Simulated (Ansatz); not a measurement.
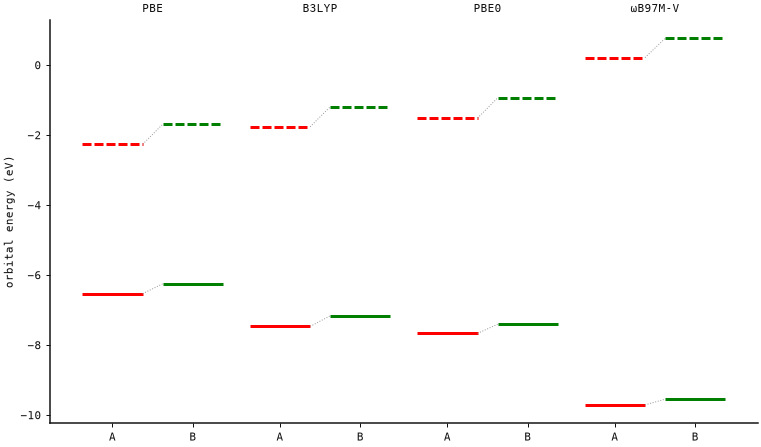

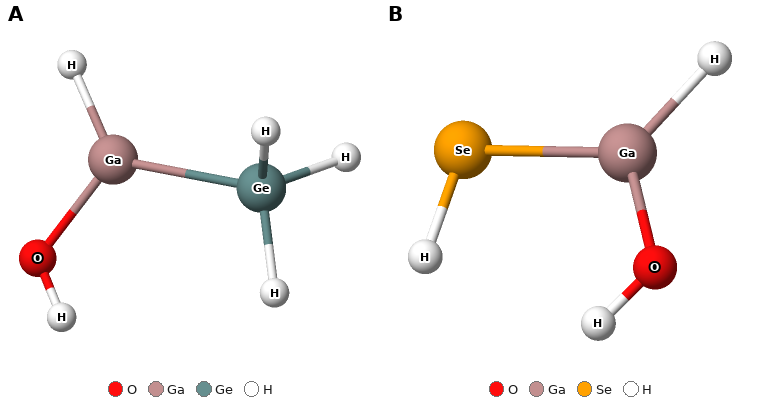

One change: A, GaGeH₅O (SMILES [OH][GaH][GeH3]), becomes B, GaH₃SeO (SMILES [OH][GaH][SeH]). GeH₃ on Ga is replaced by SeH. HOMO (solid) and LUMO (dashed) computed in def2-TZVPP at PBE0-D4/def2-TZVP geometries, both minima by their frequencies, gas phase, the Ansatz code 0.2.0. Empty levels above zero depend strongly on the basis.

What does the change do to HOMO and LUMO?

Answer. PBE: the HOMO rises by 0.28 eV, the LUMO rises by 0.57 eV, and the separation goes from 4.27 to 4.56 eV. B3LYP: the HOMO rises by 0.30 eV, the LUMO rises by 0.57 eV, and the separation goes from 5.70 to 5.97 eV. PBE0: the HOMO rises by 0.26 eV, the LUMO rises by 0.58 eV, and the separation goes from 6.15 to 6.47 eV. ωB97M-V: the HOMO rises by 0.16 eV, the LUMO rises by 0.55 eV, and the separation goes from 9.92 to 10.31 eV.

Do the functionals agree on the effect?

Answer. They agree on the direction for both levels; the HOMO shift lies between 0.16 and 0.30 eV and the LUMO shift between 0.55 and 0.58 eV, while the separations themselves differ by up to 5.7 eV between functionals.
